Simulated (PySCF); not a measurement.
```
atom   x (Å)   y (Å)    z (Å)
  Ga  0.0000  0.0000  -0.3230
   O  0.0000  0.0000   1.3920
```

Theory: PBE0/def2-TZVPPD, non-relativistic Hamiltonian with scalar-relativistic core potentials where named, at a bond length of 1.715 Å in PySCF 2.14.0.

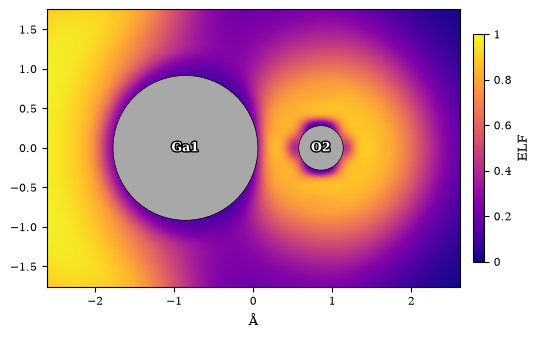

GaO (charge −1). Electron localisation function on a plane that holds the molecular axis. Grey discs cover the atomic cores.

Describe what can be read from this map.

Atoms in the plane: Ga and O.
Ga–O (1.71 Å): the ELF peaks at about 0.85 in the valence shell of O, 0.6 Å from its nucleus, and is about 0.20 at the midpoint.
The ELF also peaks beside O2, away from the bonds: lone-pair regions.
